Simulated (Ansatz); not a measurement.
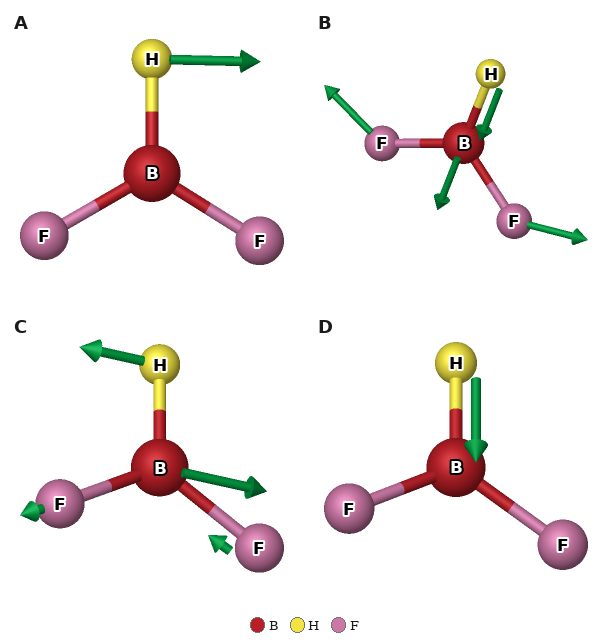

4 normal modes of one molecule or complex, as arrows. Harmonic vibrations computed with RKS PBE0-D4/def2-TZVP (Ansatz 0.2.0) at a stationary point of the same level.

### Match the panels to the wavenumbers 539 cm⁻¹, 1088 cm⁻¹, 1445 cm⁻¹, 2695 cm⁻¹.

A: 1088 cm⁻¹, F–B–H bending
B: 539 cm⁻¹, F–B–F bending
C: 1445 cm⁻¹
D: 2695 cm⁻¹, B–H stretching
